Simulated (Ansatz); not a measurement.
Input

```
crystal:
  periodic: [false, false, false]
  atoms:
    - { symbol: W, position_ang: [0.0, 0.0, 0.0] }
    - { symbol: Cl, position_ang: [0.0, 0.0, 2.39] }
    - { symbol: O, position_ang: [1.94, 0.0, 0.0] }
    - { symbol: H, position_ang: [2.2771, -0.9519, -0.0197] }
    - { symbol: O, position_ang: [0.0, 1.94, 0.0] }
    - { symbol: H, position_ang: [-0.6343, 2.2771, -0.71] }
    - { symbol: O, position_ang: [-1.94, 0.0, 0.0] }
    - { symbol: H, position_ang: [-2.2771, -0.1263, 0.9437] }
    - { symbol: O, position_ang: [0.0, -1.94, 0.0] }
    - { symbol: H, position_ang: [0.3816, -2.2771, 0.8723] }
    - { symbol: H, position_ang: [0.0, 0.0, -1.72] }
basis:
  gaussian: { orbitals: def2-SVP }
hamiltonian:
  xc: b3lyp
  dispersion: d4
relax:
  f_tol: 0.02
  max_steps: 40
output:
  orbitals: {}
```

Run with:

```sh
ansatz run input.yaml --threads 4 --pin off --max-ram 5120MiB --backend cpu --events-out ev --progress --plain --runs-dir out
```

The fields are those of the run's last geometry, not of the input's.

Core potentials replace the inner electrons of W.

The calculation used Ansatz, RKS B3LYP-D4/def2-SVP.

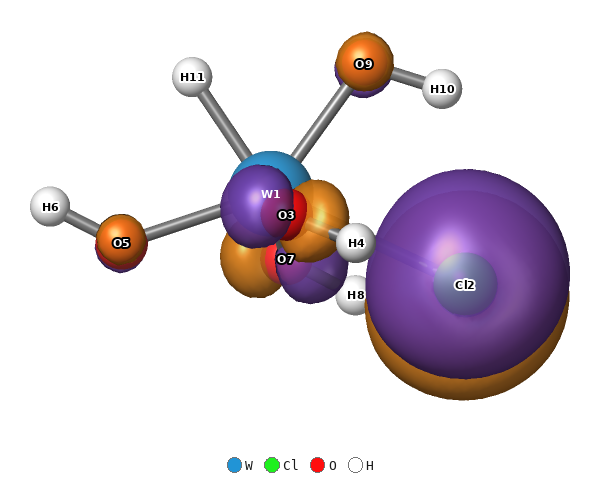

ClH$_{5}$O$_{4}$W. The HOMO at ±0.1 Å⁻³ᐟ² (orange and purple are the two phases), seen from one side.

Question: Where does this orbital lie, and at what energy?

Answer: By Hirshfeld shares it lies mainly on Cl2 (about 85 %); largely a lone pair of Cl2. Its energy is −7.84 eV.
